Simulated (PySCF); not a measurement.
## A study: CCl₄, SMILES `ClC(Cl)(Cl)Cl`

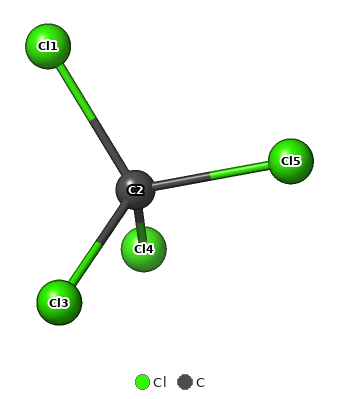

The molecule, with its atoms numbered as below. No frequency check shows the geometry to be a minimum.

Geometry (Å), atoms numbered from 1:

```
Cl1      1.0215   -1.4215    0.2556
C2       0.0002   -0.0000    0.0001
Cl3      1.0212    1.4217   -0.2557
Cl4     -1.0214   -0.2558   -1.4214
Cl5     -1.0214    0.2556    1.4214
```

Part 1: In an electric field

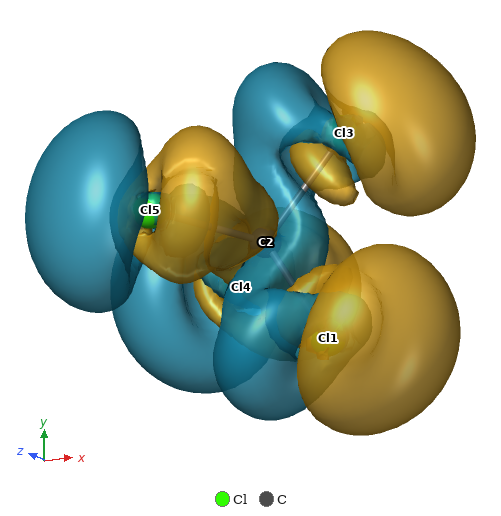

Change of the electron density in a uniform field of 0.41 V/Å, surfaces at ±0.002 e/Å³ (yellow: gain, teal: loss).

PySCF calculation, ωB97X/def2-SVPD, gas phase; geometry: GFN2-xTB.

Question: Along which Cartesian direction does the field point?

Answer: Along −x: electrons gather on the +x side, against the field.

Question: How large is the response?

Answer: The induced dipole is 1.36 D (along the field); α along this axis, from the fields in both directions, is 67 bohr³ (9.9 Å³).

Question: Which atoms gain and lose the most charge?

Answer: Electrons gather most on Cl1 and Cl3 alike (Hirshfeld charge changes by −0.027 e) and leave Cl4 and Cl5 alike most (+0.027 e); 0.122 electrons are displaced in all.

Part 2: Removing or adding an electron

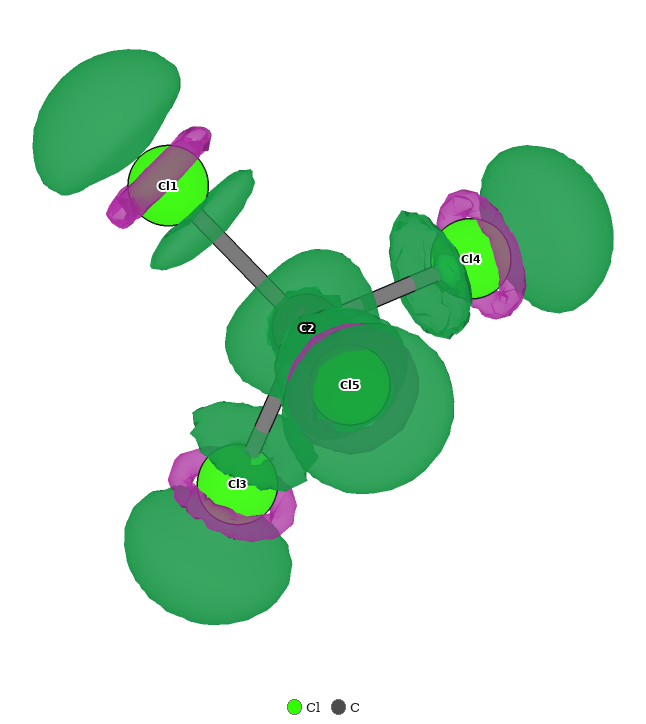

Fukui function f⁺ = ρ(N+1) − ρ(N) at fixed geometry, surfaces at ±0.03 e/Å³ (green positive, purple negative).

PySCF calculation, LDA (SVWN)/def2-SVP, gas phase; geometry: GFN2-xTB.

Question: On which atoms does the density change most on addition of an electron?

Answer: f⁺ (Hirshfeld-condensed) is largest on Cl1, Cl3, Cl4 and Cl5 (0.23 each); the vertical electron affinity is −1.27 eV (the stability of the anion's solution wasn't checked; negative, but this basis has no diffuse functions, so it doesn't show that the anion is unbound). Condensed values hint at sites of nucleophilic attack but needn't mark the atom that reacts. Orbital relaxation makes it negative in places (0.10 e in all).

Part 3: Localised orbitals

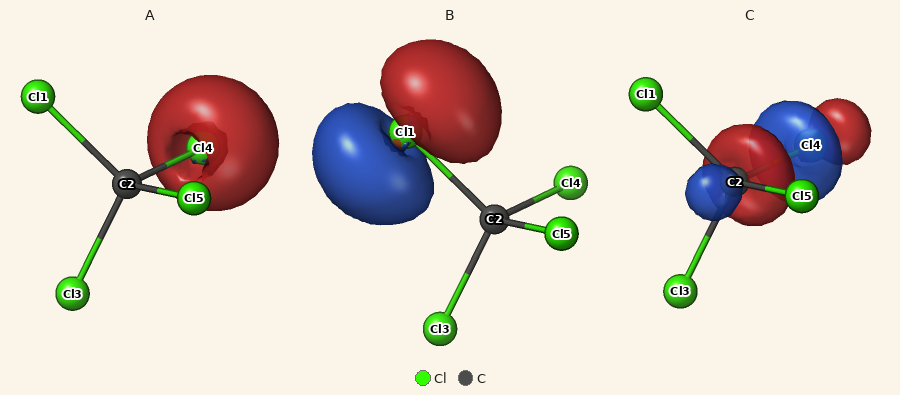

Intrinsic bond orbitals (IBO), occupied and valence-virtual; each surface holds about 70 % of the orbital's density. Energies are diagonal elements of the Fock matrix.

PySCF calculation, HF/aug-cc-pVDZ, gas phase; geometry: GFN2-xTB.

Question: What does each orbital represent in a Lewis picture?

Answer: By panel:
- A: lone pair on Cl4 (s-type) (Cl4 100 %; −26.6 eV)
- B: lone pair on Cl1 (p-type) (Cl1 98 %; −13.8 eV)
- C: σ* orbital C2–Cl4 (C2 51 %, Cl4 46 %; 6.4 eV)
